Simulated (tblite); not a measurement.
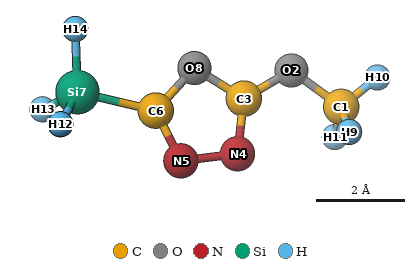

Figure 1. The input geometry (ball-and-stick view, seen at a tilt; atoms are numbered from 1 in the order of the input).

# Run report: C$_{3}$H$_{6}$N$_{2}$O$_{2}$Si, nudged elastic band

- system: C$_{3}$H$_{6}$N$_{2}$O$_{2}$Si, SMILES COc1nnc([SiH3])o1
- method: GFN2-xTB climbing-image nudged elastic band, gas phase (tblite 0.8.0)

## Input file
```
{"job": {"kind": "neb", "xc": "GFN2-xTB", "basis": "xTB", "atoms": [3, 2, 1, 0], "turn": 180}, "charge": 0, "multiplicity": 1}
C      3.015649     0.444093     0.535041
O      1.751723     0.774978     1.094115
C      0.730179     0.205902     0.486998
N      0.743378    -0.608932    -0.518399
N     -0.551604    -0.919373    -0.759557
C     -1.281034    -0.288250     0.093650
Si    -3.151312    -0.298644     0.260597
O     -0.507236     0.464467     0.937083
H      3.145459    -0.638974     0.499128
H      3.755478     0.900451     1.188186
H      3.099328     0.843158    -0.477711
H     -3.598392    -1.679328     0.108017
H     -3.703389     0.568669    -0.780125
H     -3.448906     0.231310     1.590838
```

The first line tells a small driver script what to run in tblite; the rest is the geometry in Å.

Machine: 1 CPU thread, shared host.

Launched with:
```bash
OMP_NUM_THREADS=1 python <driver script> task.json out
```

## The program's output
```
image   E - E0 / eV
  0       0.0000
  1       0.0338
  2       0.1209
  3       0.2306
  4       0.2849
  5       0.2409
  6       0.1600
  7       0.1067
  8       0.0925
```

## Summary

```csv
quantity,value
outcome,converged
forward barrier,0.285 eV
wall time,7.6 s
peak memory,0.18 GiB
```
